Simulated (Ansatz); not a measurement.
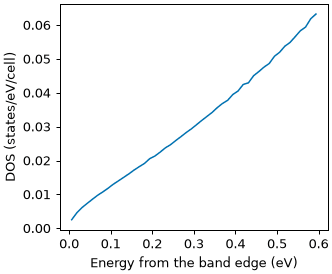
Figure. Density of states of CdS (P6_3mc) above the conduction band minimum, PBE with spin-orbit coupling, rigid bands in Ansatz (a program for electronic structure); cell volume 98.8 Å³.

Task: What effective density of states at 300 K does this give (∫ g(E) exp(−E/k_BT) dE, both spins, divided by the cell's size)?

Result: 1.3e18 cm⁻³, a density-of-states mass of 0.140 mₑ, valleys and band degeneracy included.

Geometry: cell and atoms relaxed with PBEsol.
